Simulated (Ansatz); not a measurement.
## Hypothetical P6_3/mmc PbI2: pressure series

The parent structure is PbI2 in the 2H-MoS2 type structure (space group P6_3/mmc, No. 194; a hypothetical phase, not in the database extracts checked).

```
PbI2
1.0
    4.39769     0.00000     0.00000
   -2.19884     3.80851     0.00000
    0.00000     0.00000    14.84532
Pb I
2 4
Direct
  0.33333   0.66667   0.75000
  0.66667   0.33333   0.25000
  0.33333   0.66667   0.11212
  0.66667   0.33333   0.61212
  0.66667   0.33333   0.88788
  0.33333   0.66667   0.38788
```

Cell and atoms are relaxed at each pressure.

Levels (all Ansatz, an electronic-structure program, PAW, earlier PAW set): PBE-D3(BJ) (420 eV, scalar-relativistic without spin-orbit coupling); PBEsol-D3(BJ) (420 eV, scalar-relativistic without spin-orbit coupling).

The base cell above is that of PBE-D3(BJ); each level relaxes its own structures.

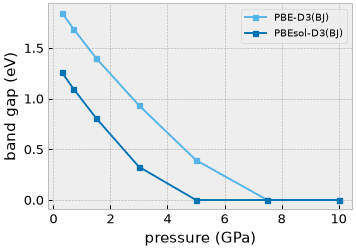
Band gap under two levels

**Question.** How do the two levels compare along the series?

**Answer.** The two levels differ by at most about 0.61 eV. Near ties aside, they put the cases in the same order.

A case with no gap was solved on a k-mesh chosen for an insulator, which is coarse for it. Spin-orbit coupling, missing from the scalar runs, can matter with I and Pb. Load acts through the strain it causes; cell and atoms are relaxed under it. Whether these cells are dynamically stable was not tested. No other phases were tried under pressure. All final runs are without spin polarisation.
